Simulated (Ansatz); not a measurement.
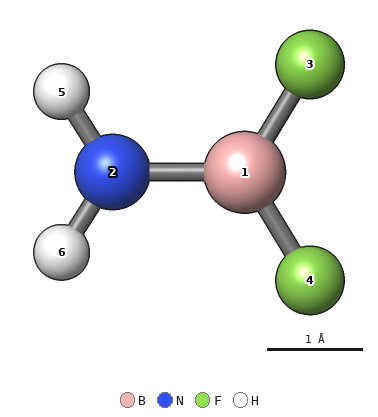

*The structure as given in the input (ball-and-stick view, seen at a tilt; atoms are numbered from 1 in the order of the input).*

Bond lengths as drawn: B–F 1.33 Å, B–N 1.39 Å and H–N 1.00 Å.

**BNH2F2: single-point calculation**

System: BNH2F2.
Method: RKS SPW92 (LDA)/def2-TZVPP (Ansatz 0.2.0).

The geometry comes from this level: PBE0-D4/def2-TZVP.

**What the program printed**
```
Functional definition: SPW92
  name "SPW92"
  cite "Dirac, Proc. Camb. Phil. Soc. 26, 376 (1930) doi:10.1017/S0305004100016108"
  cite "Slater, Phys. Rev. 81, 385 (1951) doi:10.1103/PhysRev.81.385"
  cite "Perdew & Wang, Phys. Rev. B 45, 13244 (1992) doi:10.1103/PhysRevB.45.13244"
  exchange = slater_x
  correlation = pw_c
754 factors; their error is unknown
mean field evaluation 1: about -7576.6354 eV, gradient 7.6e1 eV
mean field evaluation 2: about -7555.4333 eV, gradient 1.2e2 eV
mean field evaluation 4: about -7586.2120 eV, gradient 1.1e1 eV
mean field evaluation 8: about -7586.3839 eV, gradient 1.7e-1 eV
mean field -7586.38389460 eV, -278.7944658907 hartree, gradient 7.5e-5 eV, S^2 0.000000; 0 other end points of the search recorded, 0 dependent functions left out
reference -7586.38392899 eV, -278.7944671546 hartree; 16, 16 occupied and 136, 136 virtual orbitals, 754 factors
Total energy: -7586.38392899 eV, -278.7944671546 hartree
```

The run was set up as follows.

**The input**
```yaml
crystal:
  periodic: [false, false, false]
  atoms:
    - {symbol: B, position_ang: [-0.910426, -0.740137, 0.056455]}
    - {symbol: N, position_ang: [-0.549677, 0.602913, -0.009239]}
    - {symbol: F, position_ang: [-1.121040, -1.451302, -1.047041]}
    - {symbol: F, position_ang: [-1.056676, -1.357454, 1.224936]}
    - {symbol: H, position_ang: [-0.434382, 1.086460, -0.880895]}
    - {symbol: H, position_ang: [-0.386469, 1.156382, 0.811694]}
basis:
  gaussian: {orbitals: def2-TZVPP}
hamiltonian: {xc: lda}
```

Command:
```bash
ansatz run in.yaml --threads 4 --pin off --events-out ev --progress --plain --max-ram 9574MiB
```

**Summary**

| quantity | value |
| --- | --- |
| outcome | converged |
| total energy | −7586.3839 eV |
| SCF solution under orbital rotations | stable |
| hardware | 4 threads of Intel Xeon @ 2.50GHz, 180 GiB of memory available, shared host |
| wall time | 1.1 s (CPU time 2.4 s) |
| peak memory | 0.43 GiB |
